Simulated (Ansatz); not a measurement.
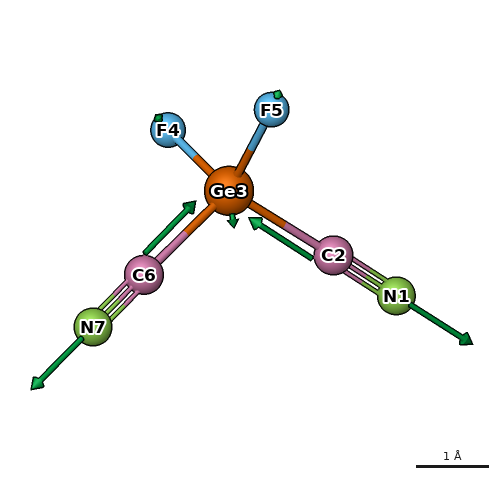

Arrows show the forces on the atoms, 2 Å of arrow for 1 eV/Å; forces under a tenth of the largest aren't drawn. Level of theory: r2SCAN-D4/def2-TZVPP (Ansatz 0.2.0).

List the force components in the frame of the picture (x right, y up, z towards the viewer), in eV/Å.

```
atom     Fx     Fy     Fz
  N1   0.45  −0.28  −0.24
  C2  −0.45   0.29   0.24
 Ge3   0.01  −0.11   0.01
  F4  −0.04   0.04  −0.05
  F5   0.02   0.06   0.05
  C6   0.36   0.37  −0.27
  N7  −0.36  −0.37   0.27
```
